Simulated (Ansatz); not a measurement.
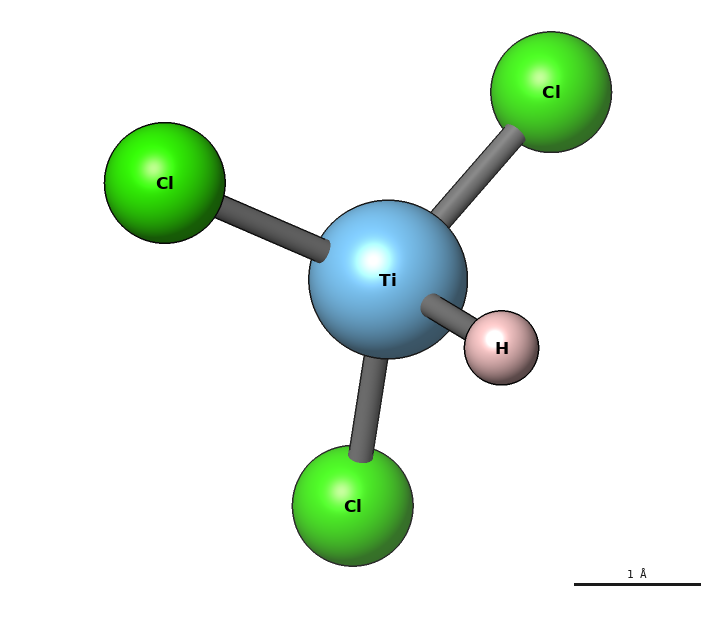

Every bond is drawn as one stick, whatever its order.

Charge 0, singlet. Computed geometry: PBE0-D4/def2-TZVP optimisation.

> What is the molecular formula?

Cl₃HTi, 5 atoms: 3 chlorine, 1 hydrogen and 1 titanium.

> How many atoms are distinct by symmetry?

3: 1 Ti, 3 Cl, 1 H.

> What is the point group of this geometry?

C3v.

More results for the same structure follow; atom numbers are the same in all pictures, views and colours differ.

**Shape**

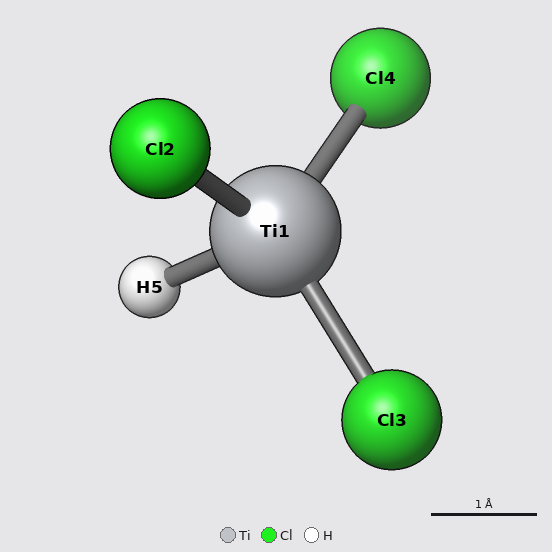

> Describe the coordination of atom 1.

Ti1 has 4 neighbours (Cl2 at 2.16, Cl3 at 2.16, Cl4 at 2.16, H5 at 1.66 Å); the arrangement is tetrahedral.

**Vibrations**

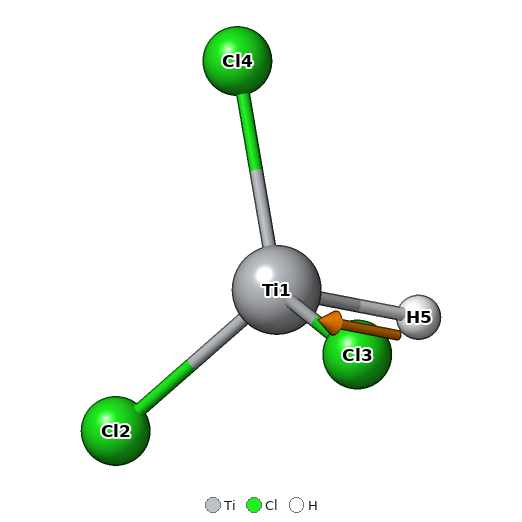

The arrows show one normal mode. Harmonic vibrations computed with RKS PBE0-D4/def2-TZVP (Ansatz 0.2.0) at a stationary point of the same level.

> What kind of motion is it?

Mostly Ti–H stretching.

> Estimate its harmonic wavenumber.

1838 cm⁻¹; it is mode 9 of 9 counted from the lowest.

**Electronic properties**

Level of theory: RKS PBE0-D4/def2-TZVPP (Ansatz 0.2.0).

Predict the main results.

- HOMO energy (Kohn–Sham orbital): −9.66 eV
- LUMO energy (Kohn–Sham orbital): −3.47 eV
- HOMO–LUMO gap: 6.18 eV

**Charges**

The questions are on Mulliken charges. Level of theory: RKS PBE0-D4/def2-TZVP (Ansatz 0.2.0).

List the Mulliken charges.

| atom | value (e) |
| --- | --- |
| Ti1 | 0.95 |
| Cl2 | −0.31 |
| Cl3 | −0.31 |
| Cl4 | −0.31 |
| H5 | −0.03 |

Mulliken values depend strongly on the basis set and can even reverse the polarity of a bond.
